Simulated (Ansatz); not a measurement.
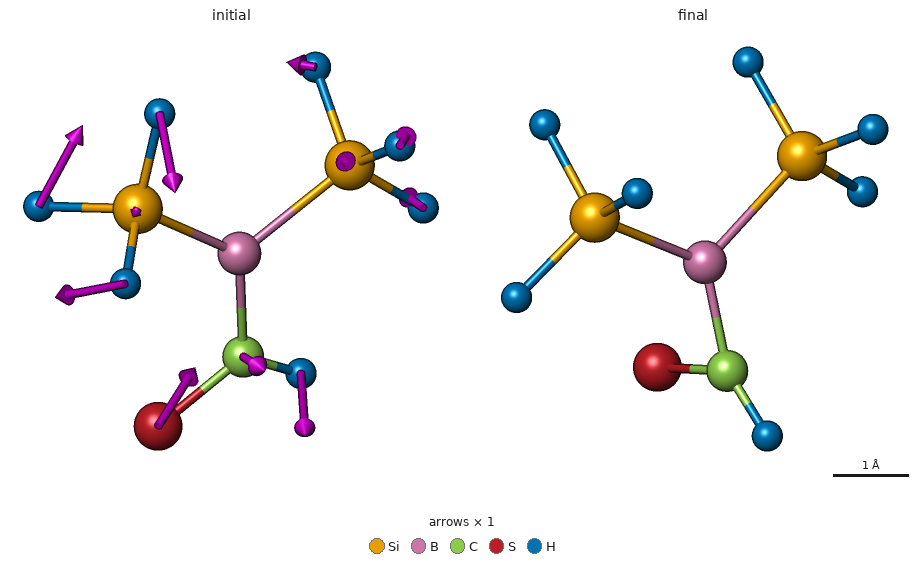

The structure of CH$_{7}$BSSi$_{2}$ (coarse preliminary run) before (left) and after (right) a relaxation, at one scale. The purple arrows give the displacements, at their true length.

The picture is a ball-and-stick view, seen at a tilt.

The start comes from a force field.

These are results of Ansatz 0.2.0, RKS PBE-D4/def2-SVP, not measurements.

The input:
```yaml
crystal:
  periodic: [false, false, false]
  atoms:
    - {symbol: Si, position_ang: [-1.680600, -0.608400, -0.081400]}
    - {symbol: B, position_ang: [0.044100, 0.241400, -0.149700]}
    - {symbol: Si, position_ang: [1.450600, -0.655200, 0.782700]}
    - {symbol: C, position_ang: [0.440400, 1.591300, -0.921700]}
    - {symbol: S, position_ang: [-0.642300, 2.294700, -1.656600]}
    - {symbol: H, position_ang: [-2.674200, 0.399600, 0.514700]}
    - {symbol: H, position_ang: [-2.135800, -0.875100, -1.458700]}
    - {symbol: H, position_ang: [-1.648000, -1.780900, 0.697900]}
    - {symbol: H, position_ang: [1.145600, -0.731300, 2.265700]}
    - {symbol: H, position_ang: [2.735900, 0.101900, 0.660400]}
    - {symbol: H, position_ang: [1.642700, -2.008800, 0.266600]}
    - {symbol: H, position_ang: [1.398700, 1.975600, -0.886000]}
basis:
  gaussian: {orbitals: def2-SVP}
hamiltonian: {xc: pbe, dispersion: d4}
relax: {f_tol: 0.03, max_steps: 200}
```

Run as
```bash
ansatz run in.yaml --threads 4 --pin off --events-out ev --progress --plain --max-ram 10444MiB
```

Question: What changed between the two?

Answer: The energy falls by 46.0 kcal/mol in 26 accepted moves (28 points after the start). Largest force component: 6.6 eV/Å at the start, 0.014 eV/Å at the end. The line search rejected the trial steps at points 19, 21 of the run. The forces were under the threshold at step 18, but the run went on from there. The largest move after the best rigid fit is that of H12, 1.86 Å. By element the largest moves are H 1.86 Å, S 1.33 Å, C 0.71 Å, Si 0.42 Å, B 0.13 Å. Some distances before and after: B2–S5 2.638 → 2.203 Å, C4–S5 1.486 → 1.662 Å, B2–Si3 1.911 → 2.030 Å, Si1–B2 1.924 → 2.029 Å. Among the angles between lasting bonds that change: B2–C4–S5 117.1° → 88.1°, B2–C4–H12 121.7° → 144.7°, Si1–B2–C4 127.6° → 121.0°. Groups turn about B2–C4 by about 90°, Si1–B2 by about 80°, B2–Si3 by about 20°. The run took 42 s on 4 threads of Arm Neoverse V1 (shared host).
